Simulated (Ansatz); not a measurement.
# C2H4Br2 (SMILES BrCCBr) at B3LYP/def2-SVP

Aim: the vertical singlet–triplet gap of C2H4Br2 at B3LYP/def2-SVP, from 2 runs. 

The calculation is run with Ansatz 0.2.0.

39 further runs of the same task are left out: 39 set aside as unsound or not needed.

**1. The system as given**

C2H4Br2: 8 atoms, total charge 0, spin state singlet. SMILES: `BrCCBr`. The coordinates come from a PBE0-D4/def2-TZVP relaxation. This is a higher conformer, about 8 kJ/mol above the lowest found by a separate search.

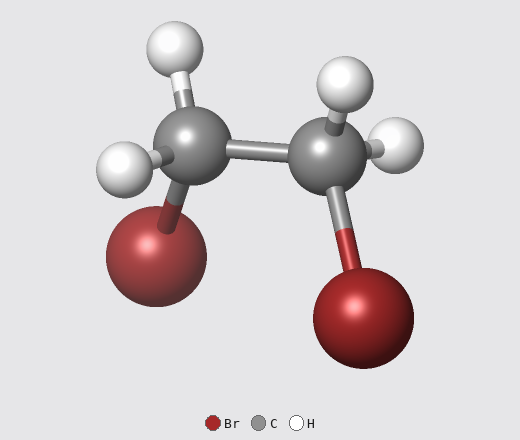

Viewed from a chosen angle; bromine red, carbon grey, hydrogen white.

**2. A single-point energy at B3LYP/def2-SVP**

in.yaml

```yaml
crystal:
  periodic: [false, false, false]
  atoms:
    - symbol: Br
      position_ang: [-2.136900, 0.202700, -0.670800]
    - symbol: C
      position_ang: [-0.454500, 0.602500, 0.204400]
    - symbol: C
      position_ang: [0.638500, -0.358800, -0.161400]
    - symbol: Br
      position_ang: [0.347400, -2.139200, 0.546800]
    - symbol: H
      position_ang: [-0.182100, 1.607400, -0.119900]
    - symbol: H
      position_ang: [-0.654000, 0.606100, 1.273700]
    - symbol: H
      position_ang: [0.743700, -0.466600, -1.238600]
    - symbol: H
      position_ang: [1.582700, -0.019600, 0.265800]
basis:
  gaussian:
    orbitals: def2-SVP
total_charge: 0
hamiltonian:
  xc: {name: B3LYP}
accuracy: high
output:
  orbitals: {seedname: orbitals}
```

On the command line:

```bash
$ ansatz run in.yaml --threads 1 --pin off --max-ram 3480MiB --events-out events.jsonl --progress --plain --runs-dir runs
```

The program printed:

```text
Warning: RAYON_NUM_THREADS=1 ignored (pool sized by the plan → 1); use --threads N
Functional definition: B3LYP
  name "B3LYP"
  parameter a0 = 0.2
  parameter ax = 0.72
  parameter ac = 0.81
  exchange = (1 - a0 - ax)*slater_x + ax*b88_x + a0*exact_x
  correlation = (1 - ac)*vwn_rpa_c + ac*lyp_c
2355 factors; integrals over basis functions are off by at most 8.0e-9 eV
mean field evaluation 1: about -142210.6605 eV, gradient 4.1e1 eV
mean field evaluation 2: about -142205.4297 eV, gradient 5.9e1 eV
mean field evaluation 4: about -142214.8028 eV, gradient 1.3e0 eV
mean field evaluation 8: about -142214.9583 eV, gradient 5.7e-2 eV
mean field evaluation 16: about -142214.9583 eV, gradient 5.1e-6 eV
mean field -142214.95832605 eV, -5226.3033217212 hartree, gradient 1.4e-8 eV, S^2 0.000000; 0 other end points of the search recorded, 0 dependent functions left out
reference -142214.95836260 eV, -5226.3033230646 hartree; 43, 43 occupied and 69, 69 virtual orbitals, 2355 factors
Total energy: -142214.95836260 eV, -5226.3033230646 hartree
```

Wall time 14 s (1 thread of Intel Xeon Platinum 8259CL at 2.50GHz (Skylake/Cascade Lake), shared host); peak memory 0.49 GiB.

**3. The triplet**

run.yaml

```yaml
crystal:
  periodic: [false, false, false]
  atoms:
    - {symbol: Br, position_ang: [-2.136900, 0.202700, -0.670800]}
    - {symbol: C, position_ang: [-0.454500, 0.602500, 0.204400]}
    - {symbol: C, position_ang: [0.638500, -0.358800, -0.161400]}
    - {symbol: Br, position_ang: [0.347400, -2.139200, 0.546800]}
    - {symbol: H, position_ang: [-0.182100, 1.607400, -0.119900]}
    - {symbol: H, position_ang: [-0.654000, 0.606100, 1.273700]}
    - {symbol: H, position_ang: [0.743700, -0.466600, -1.238600]}
    - {symbol: H, position_ang: [1.582700, -0.019600, 0.265800]}
basis:
  gaussian: {orbitals: def2-SVP}
output: {orbitals: {seedname: orbitals}}
accuracy: high
hamiltonian: {xc: {name: B3LYP}}
magnetization: {spin_polarized: true, initial_magnetization: 2}
```

On the command line:

```bash
$ ansatz run run.yaml --threads 1 --pin off --max-ram 3480MiB --events-out events.jsonl --progress --plain --runs-dir runs
```

The program printed, shortened:

```text
Warning: RAYON_NUM_THREADS=1 ignored (pool sized by the plan → 1); use --threads N
Functional definition: B3LYP
  name "B3LYP"
[...]
2355 factors; integrals over basis functions are off by at most 8.0e-9 eV
[...]
mean field -142209.24532189 eV, -5226.0933726908 hartree, gradient 1.7e-8 eV, S^2 2.003320; 16 other end points of the search recorded, 0 dependent functions left out
reference -142209.24535976 eV, -5226.0933740824 hartree; 44, 42 occupied and 68, 70 virtual orbitals, 2355 factors
Total energy: -142209.24535976 eV, -5226.0933740824 hartree
```

It took 1.8 min on 1 thread of Intel Xeon Platinum 8259CL at 2.50GHz (Skylake/Cascade Lake), shared host; peak memory 0.81 GiB.

**4. What came out**

At B3LYP/def2-SVP:

| quantity | value |
| --- | --- |
| singlet: total energy | -5226.30332 Eh |
| singlet: HOMO energy | -7.40 eV |
| singlet: LUMO energy | -0.34 eV |
| singlet: HOMO–LUMO gap | 7.06 eV |
| triplet: total energy | -5226.09337 Eh |
| triplet: HOMO energy (highest over α and β) | -2.05 eV |
| triplet: ⟨S²⟩ | 2.003 |
| vertical energy of the triplet above the singlet | 5.713 eV |

At this shape the triplet lies 5.71 eV (132 kcal/mol) above the singlet.
